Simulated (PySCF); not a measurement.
# SiH3F (SiFH3) at 3 levels

Wanted: a comparison of 3 runs (r2SCAN/STO-6G, BCCD(T)/STO-6G, FCI/STO-6G) of SiH3F (SiFH3). The job is set up through a Python script.

The calculation is run with PySCF 2.14.0.

3 further runs of the same task are left out: 3 set aside as unsound or not needed.

## 1. The system as given

The species is SiH3F (5 atoms), meant as a singlet with charge 0. As SMILES, `[H][Si]([H])([H])F`. The Si1–H5 distance was set to 3.199 Å, away from the relaxed value. At this shape a bond of the SMILES string is far longer than usual.

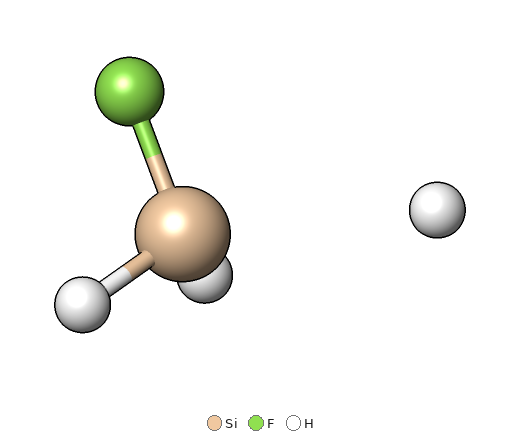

The structure, seen from a chosen angle (silicon light orange, fluorine green, hydrogen white).

## 2. A single-point energy at r2SCAN/STO-6G (run 1)

input.py reads:

```python
from pyscf import gto, dft

system = gto.Mole()
system.atom = [
    ('Si', (0.839822, 1.457054, 0.373440)),
    ('F', (0.851382, 1.436704, 1.979010)),
    ('H', (2.240792, 1.466874, -0.015190)),
    ('H', (0.131242, 2.674764, 0.013650)),
    ('H', (-0.701150, -1.212020, -0.482790)),
]
system.verbose = 4
system.basis = 'sto-6g'
system.max_memory = 1860
system.build()

mf = dft.RKS(system, xc='r2scan')
mf.grids.level = 5
mf.conv_tol = 1e-10
mf.kernel()
if not mf.converged:
    mf = mf.newton().run(mf.mo_coeff, mf.mo_occ)

e_tot = mf.e_tot
print('Final energy', e_tot)
```

Launch:

```bash
$ OMP_NUM_THREADS=1 python input.py
```

The program printed:

```text
PySCF version 2.14.0

[... 90 lines left out ...]
converged SCF energy = -389.297363585776
Final energy -389.2973635857764
```

It took 9.6 s on 1 thread of AMD EPYC 7R43 (Zen 3), shared host; peak memory 0.2 GiB.

## 3. The energy at BCCD(T)/STO-6G (run 2)

input.py reads:

```python
from pyscf import gto, cc
from pyscf.cc.bccd import bccd_kernel_

mol = gto.M(
    atom='''
Si     0.839822     1.457054     0.373440
F      0.851382     1.436704     1.979010
H      2.240792     1.466874    -0.015190
H      0.131242     2.674764     0.013650
H     -0.701150    -1.212020    -0.482790
''',
    max_memory=1860,
    basis='sto-6g',
    verbose=4,
    charge=0,
)

myscf = mol.RHF()
myscf.conv_tol = 1e-10
myscf.kernel()
if not myscf.converged:
    myscf = myscf.newton().run(myscf.mo_coeff, myscf.mo_occ)

mycc = cc.CCSD(myscf, frozen=6).run()
mycc = bccd_kernel_(mycc, diis=True)
e_t = mycc.ccsd_t()
etot = mycc.e_tot + e_t
print('Final energy', etot)
```

Launch:

```bash
$ OMP_NUM_THREADS=1 python input.py
```

The program printed:

```text
PySCF version 2.14.0

[... 59 lines left out ...]
converged SCF energy = -388.281993895372
[... 12 lines left out ...]
Init t2, MP2 energy = -388.428454958979  E_corr(MP2) -0.146461063607246
[... 15 lines left out ...]
CCSD converged
[... 27 lines left out ...]
CCSD converged
[... 28 lines left out ...]
CCSD converged
[... 23 lines left out ...]
CCSD converged
[... 3 lines left out ...]
******** <class 'pyscf.cc.ccsd.CCSD'> ********
CC2 = 0
CCSD nocc = 7, nmo = 11
frozen orbitals 6
max_cycle = 50
direct = 0
conv_tol = 1e-07
conv_tol_normt = 1e-05
diis_space = 6
diis_start_cycle = 0
diis_start_energy_diff = 1e+09
Init E_corr(CCSD) = -0.225970895809059
cycle = 1  E_corr(CCSD) = -0.225979215778082  dE = -8.31996902e-06  norm(t1,t2) = 0.000164758
cycle = 2  E_corr(CCSD) = -0.225976065910758  dE = 3.14986732e-06  norm(t1,t2) = 7.72632e-05
cycle = 3  E_corr(CCSD) = -0.225975369520598  dE = 6.9639016e-07  norm(t1,t2) = 8.09761e-05
cycle = 4  E_corr(CCSD) = -0.225976118909428  dE = -7.4938883e-07  norm(t1,t2) = 8.03417e-06
cycle = 5  E_corr(CCSD) = -0.225975788599778  dE = 3.3030965e-07  norm(t1,t2) = 2.8063e-06
cycle = 6  E_corr(CCSD) = -0.225975819818426  dE = -3.12186478e-08  norm(t1,t2) = 7.7273e-07
CCSD converged
E(CCSD) = -388.5020034272902  E_corr = -0.2259758198184257
BCC iter:    3  E:    -388.502003427290  dE:    1.561e-06  |t1|:    6.532e-06
CCSD(T) correction = -0.0110558114883803
Final energy -388.5130592387785
```

It took 2.1 s on 1 thread of AMD EPYC 7R43 (Zen 3), shared host; peak memory 0.11 GiB.

## 4. The energy at FCI/STO-6G (run 3)

calc.py reads:

```python
from pyscf import gto, mcscf
from pyscf import fci

mol = gto.Mole()
mol.atom = '''
Si     1.587034     2.753433     0.705699
F      1.608879     2.714977     3.739787
H      4.234483     2.771990    -0.028705
H      0.248011     5.054571     0.025795
H     -1.324981    -2.290386    -0.912341
'''
mol.max_memory = 1860
mol.basis = 'sto-6g'
mol.unit = 'bohr'
mol.verbose = 3
mol.build()

mf = mol.RHF()
mf.conv_tol = 1e-10
mf.kernel()
if not mf.converged:
    mf = mf.newton().run(mf.mo_coeff, mf.mo_occ)

cas = mcscf.CASCI(mf, mf.mo_coeff.shape[-1] - 6, (mol.nelec[0] - 6, mol.nelec[1] - 6))  # full CI above the frozen core
cas.fcisolver = fci.direct_spin0.FCI(mol)  # even spin states alone
cas.kernel()
print('<S^2> = %.4f' % cas.fcisolver.spin_square(cas.ci, cas.ncas, cas.nelecas)[0])
etot = cas.e_tot
print('E = %.10f Eh' % etot)
```

Launch:

```bash
$ OMP_NUM_THREADS=1 python calc.py
```

The program printed:

```text
converged SCF energy = -388.281993900259
CASCI E = -388.512618147328  E(CI) = -46.0657206330263  S^2 = 0.0000000
<S^2> = 0.0000
E = -388.5126181473 Eh
```

It took 2.6 s on 1 thread of AMD EPYC 7R43 (Zen 3), shared host; peak memory 0.14 GiB.

## 5. Overview of the runs

| run | level | integration grid | frozen core orbitals | energy (Eh) | dipole moment (D) of the reference | HOMO energy (eV) | LUMO energy (eV) | wall time |
| --- | --- | --- | --- | --- | --- | --- | --- | --- |
| 1 | r2SCAN/STO-6G | 5 | – | -389.297364 | 1.80 | -2.30 | -1.08 | 9.6 s |
| 2 | BCCD(T)/STO-6G | – | 6 | -388.513059 | – | – | – | 2.1 s |
| 3 | FCI/STO-6G | – | 6 | -388.512618 | 1.91 | -4.42 | 2.11 | 2.6 s |

## 6. Outcome

```
                                          quantity          value
                               run 3: total energy  -388.51262 Eh
       run 3: dipole moment (Hartree–Fock density)         1.91 D
        run 3: HOMO energy (Hartree–Fock orbitals)       -4.42 eV
        run 3: LUMO energy (Hartree–Fock orbitals)        2.11 eV
      run 3: HOMO–LUMO gap (Hartree–Fock orbitals)        6.53 eV
run 3: correlation energy (6 core orbitals frozen)     -230.6 mEh
```

What this shows: Against full CI in this basis: BCCD(T) -0.4 mEh. In runs 1, 2, 3 the basis is minimal, so the values are rough. In run 1 a closed-shell determinant meets a far-stretched bond, which it describes badly. All runs together took 14 s, the longest 9.6 s.
